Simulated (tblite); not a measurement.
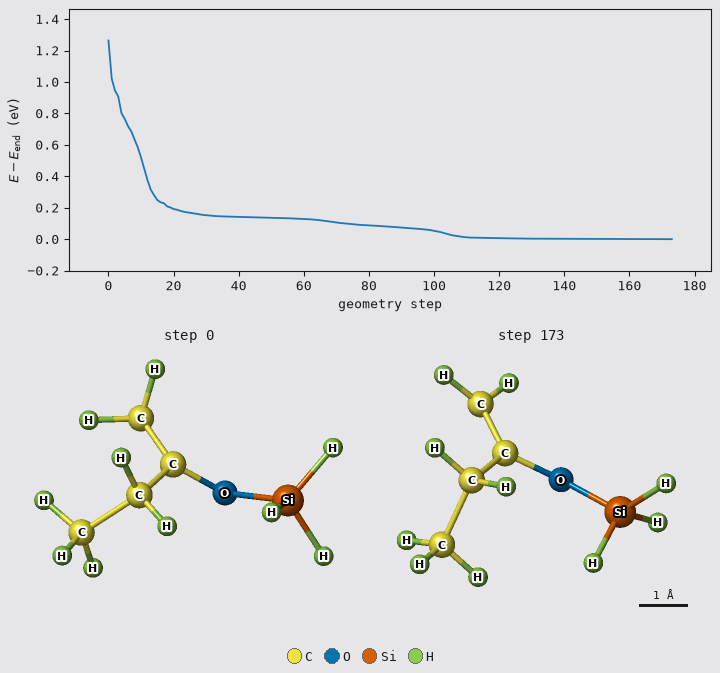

First and last geometry of a relaxation of C4H10OSi (charge −1, multiplicity 2), with the history of the run. Style: ball-and-stick. Shown at a tilt.

The calculation used GFN2-xTB geometry optimisation, gas phase (tblite). 

What do the curves and the structures tell?

Answer. It converged. The energy falls by 1.263 eV in 173 geometry steps. An H atom moves most after the best rigid fit: 1.32 Å. By element the largest moves are H 1.32 Å, C 0.51 Å, O 0.36 Å, Si 0.34 Å. Near-neighbour distances that change, for instance: C–C 1.456 → 1.394 Å, O–Si 1.690 → 1.631 Å, C–H 1.135 → 1.078 Å, H–Si 1.456 → 1.492 Å. Among the angles between lasting bonds that change: C–O–Si 118.4° → 137.7°, H–Si–H 107.7° → 124.6°, O–Si–H 113.4° → 129.8°. Groups turn about C–C by about 30°, O–Si by about 25°, C–O by about 20°. Cost: 0.93 s on 1 thread of Arm Neoverse V2, with other jobs on the host.
